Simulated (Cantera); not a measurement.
A closed system holds: 1 mol borazine, a varied amount of O₂, at 1398 K and 13300 Pa.

Cantera equilibrium calculation (NASA polynomials, part measured and part estimated; ideal gas, pure solids and liquids). Candidate condensed phases: B, BN, B₂O₃, B₃O₃H₃, H₂O; 39 gas species. The feed counts by its element totals alone. Mutual solubility and eutectic melting of coexisting phases are not modelled. Gases not in the tables: H₃BO₃. Equilibrium is a limit: real reactors are often held back by kinetics, nucleation or transport.

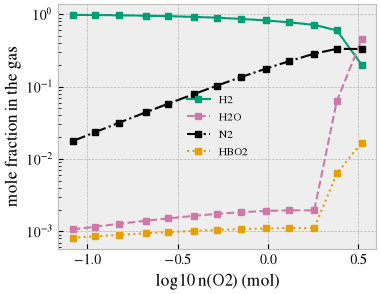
Equilibrium gas composition (values under 1e-9 drawn at 1e-9)

Question: Read off the mole fractions at 0.39 mol O₂.

Answer: H₂ about 0.92, N₂ about 0.079, H₂O about 0.0016, HBO₂ about 0.0010.
